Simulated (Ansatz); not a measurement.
# CH2NSi (SMILES N#C[SiH2]): levels of theory compared

Wanted: a comparison of 4 runs (U-wB97X/STO-3G, UCAM-B3LYP/STO-3G, UPBE0/STO-3G, RPA@PBE/STO-3G) of CH2NSi. 

Program for the calculation: Ansatz 0.2.0.

74 further runs of the same task are left out: 5 that didn't finish, 69 set aside as unsound or not needed.

## Step 1: The structure to begin with

CH2NSi has 5 atoms, charge 0, and is taken as a doublet. SMILES: `N#C[SiH2]`. The C2–N1 distance was set to 2.309 Å, away from the relaxed value. At this shape a bond of the SMILES string is far longer than usual.

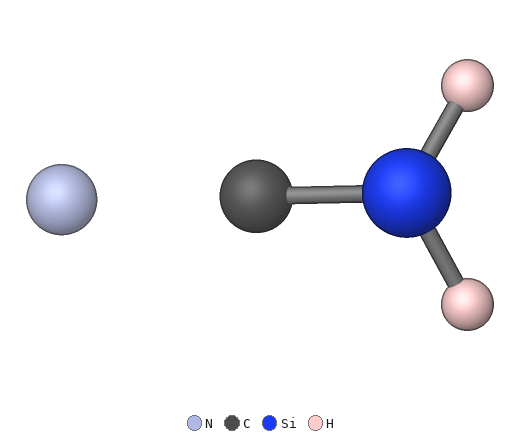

The structure, seen from a chosen angle (nitrogen light blue, carbon dark grey, silicon blue, hydrogen pink).

## Step 2: The energy at U-wB97X/STO-3G (run 1)

File run.yaml:

```yaml
crystal:
  periodic: [false, false, false]
  atoms:
    - {symbol: "N", position_ang: [1.517704, -1.813205, 2.440708]}
    - {symbol: C, position_ang: [0.565900, -0.625200, 0.703900]}
    - {symbol: Si, position_ang: [-0.092000, 0.267800, -0.751900]}
    - {symbol: H, position_ang: [-1.455400, -0.223000, -1.053700]}
    - {symbol: H, position_ang: [-0.010400, 1.726000, -0.511800]}
basis:
  gaussian:
    orbitals: STO-3G
total_charge: 0
magnetization:
  spin_polarized: true
  initial_magnetization: 1
hamiltonian:
  xc: {name: wB97X}
accuracy: high
```

On the command line:

```console
ansatz run run.yaml --threads 1 --pin off --max-ram 2610MiB --events-out events.jsonl --progress --plain --runs-dir runs
```

The program printed:

```text
Warning: RAYON_NUM_THREADS=1 ignored (pool sized by the plan → 1); use --threads N
Functional definition: wB97X
  name "wB97X"
  parameter omega = 0.3/bohr
  parameter cx = 0.157706
  parameter cx1 = 0.726479
  parameter cx2 = 1.04760
  parameter cx3 = -5.70635
  parameter cx4 = 13.2794
  parameter css1 = -4.33879
  parameter css2 = 18.2308
  parameter css3 = -31.7430
  parameter css4 = 17.2901
  parameter cos1 = 2.37031
  parameter cos2 = -11.3995
  parameter cos3 = 6.58405
  parameter cos4 = -3.78132
  exchange = spin_sum(e_x_unif_sr(omega)*poly(b97_u_x, 1 - cx, cx1, cx2, cx3, cx4)) + cx*exact_x_sr(omega)
      + exact_x_lr(omega)
  correlation = spin_sum(e_c_pw_same_spin*poly(b97_u_same, 1, css1, css2, css3, css4))
      + integral(e_c_pw_opposite_spin*poly(b97_u_opposite, 1, cos1, cos2, cos3, cos4))
357 factors; integrals over basis functions are off by at most 2.0e-8 eV
169 factors; integrals over basis functions are off by at most 1.2e-9 eV
mean field evaluation 1: about -10263.5102 eV, gradient 5.6e1 eV
mean field evaluation 2: about -10031.2944 eV, gradient 8.4e1 eV
mean field evaluation 4: about -10237.9685 eV, gradient 6.2e1 eV
mean field evaluation 8: about -10299.8091 eV, gradient 4.9e0 eV
mean field evaluation 16: about -10302.0856 eV, gradient 1.5e-7 eV
mean field evaluation 32: about -10300.8428 eV, gradient 2.6e-4 eV
mean field -10302.08562683 eV, -378.5946637817 hartree, gradient 9.4e-9 eV, S^2 2.987736; 1 other end points of the search recorded, 0 dependent functions left out
reference -10302.08562554 eV, -378.5946637341 hartree; 15, 14 occupied and 6, 7 virtual orbitals, 357 factors
Total energy: -10302.08562554 eV, -378.5946637341 hartree
```

It took 17 s on 1 thread of Arm Neoverse V1, shared host; peak memory 0.4 GiB.

## Step 3: The energy at UCAM-B3LYP/STO-3G (run 2)

File input.yaml:

```yaml
crystal:
  periodic: [false, false, false]
  atoms:
    - {symbol: "N", position_ang: [1.517704, -1.813205, 2.440708]}
    - {symbol: C, position_ang: [0.565900, -0.625200, 0.703900]}
    - {symbol: Si, position_ang: [-0.092000, 0.267800, -0.751900]}
    - {symbol: H, position_ang: [-1.455400, -0.223000, -1.053700]}
    - {symbol: H, position_ang: [-0.010400, 1.726000, -0.511800]}
basis:
  gaussian: {orbitals: STO-3G}
magnetization: {spin_polarized: true, initial_magnetization: 1}
hamiltonian: {xc: {name: CAM-B3LYP}}
accuracy: high
```

On the command line:

```console
ansatz run input.yaml --threads 1 --pin off --max-ram 2610MiB --events-out events.jsonl --progress --plain --runs-dir runs
```

The program printed, cut to the lines that bear on the results:

```text
Warning: RAYON_NUM_THREADS=1 ignored (pool sized by the plan → 1); use --threads N
Functional definition: CAM-B3LYP
  name "CAM-B3LYP"
[...]
357 factors; integrals over basis functions are off by at most 2.0e-8 eV
176 factors; integrals over basis functions are off by at most 8.4e-10 eV
[...]
mean field -10300.41719166 eV, -378.5333499198 hartree, gradient 1.9e-8 eV, S^2 2.842699; 3 other end points of the search recorded, 0 dependent functions left out
reference -10300.41720568 eV, -378.5333504354 hartree; 15, 14 occupied and 6, 7 virtual orbitals, 357 factors
Total energy: -10300.41720568 eV, -378.5333504354 hartree
```

It took 9.6 s on 1 thread of Arm Neoverse V1, shared host; peak memory 0.14 GiB.

Run 3 isn't shown in full; the table further down has it.

## Step 4: The energy at RPA@PBE/STO-3G (run 4)

File in.yaml:

```yaml
crystal:
  periodic: [false, false, false]
  atoms:
    - symbol: "N"
      position_ang: [1.517704, -1.813205, 2.440708]
    - symbol: C
      position_ang: [0.565900, -0.625200, 0.703900]
    - symbol: Si
      position_ang: [-0.092000, 0.267800, -0.751900]
    - symbol: H
      position_ang: [-1.455400, -0.223000, -1.053700]
    - symbol: H
      position_ang: [-0.010400, 1.726000, -0.511800]
basis:
  gaussian:
    orbitals: STO-3G
magnetization:
  spin_polarized: true
  initial_magnetization: 1
hamiltonian:
  xc: pbe
correlation:
  method: rpa
  frozen_orbitals: {C: 1, H: 0, "N": 1, Si: 5}
accuracy: high
```

On the command line:

```console
ansatz run in.yaml --threads 1 --pin off --max-ram 2610MiB --events-out events.jsonl --progress --plain --runs-dir runs
```

The program printed, cut to the lines that bear on the results:

```text
Warning: RAYON_NUM_THREADS=1 ignored (pool sized by the plan → 1); use --threads N
Functional definition: PBE
  name "PBE"
[...]
357 factors; integrals over basis functions are off by at most 2.0e-8 eV
[...]
mean field -10295.05027970 eV, -378.3361195433 hartree, gradient 1.6e-8 eV, S^2 2.287681; 4 other end points of the search recorded, 0 dependent functions left out
7 core orbitals not correlated: weight in the atoms' cores, before any rotation towards them, 0.999 or more for the frozen orbitals, at most 0.000 for the correlated occupied ones
reference -10274.40543158 eV, -377.5774353683 hartree; 8, 7 occupied and 6, 7 virtual orbitals, 357 factors
Total energy: -10281.36412315 eV, -377.8331625669 hartree
```

Run time: 6 s. Hardware: 1 thread of Arm Neoverse V1, shared host; peak memory 0.13 GiB.

## Step 5: Overview of the runs

| run | level | frozen core orbitals | energy (Eh) | ⟨S²⟩ | wall time |
| --- | --- | --- | --- | --- | --- |
| 1 | U-wB97X/STO-3G | – | -378.594664 | 2.988 | 17 s |
| 2 | UCAM-B3LYP/STO-3G | – | -378.533350 | 2.843 | 9.6 s |
| 3 | UPBE0/STO-3G | – | -378.396685 | 2.813 | 7.2 s |
| 4 | RPA@PBE/STO-3G | 7 | -377.833163 | 2.288 | 6 s |

## Step 6: What came out

```
                                quantity          value
                     run 4: total energy  -377.83316 Eh
 run 4: RPA correlation energy (valence)     -255.7 mEh
run 4: ⟨S²⟩ of the reference determinant          2.288
```

What this shows: Totals of different functionals can't be ranked against each other. In runs 1, 2, 3, 4 the basis is minimal, so the values are rough. Spin contamination of the reference: run 1 ⟨S²⟩ = 2.99, run 2 ⟨S²⟩ = 2.84, run 3 ⟨S²⟩ = 2.81, run 4 ⟨S²⟩ = 2.29. Where it is this large, the reference is a mixture of spin states, and values that rest on it are in doubt. All runs together took 40 s, the longest 17 s.
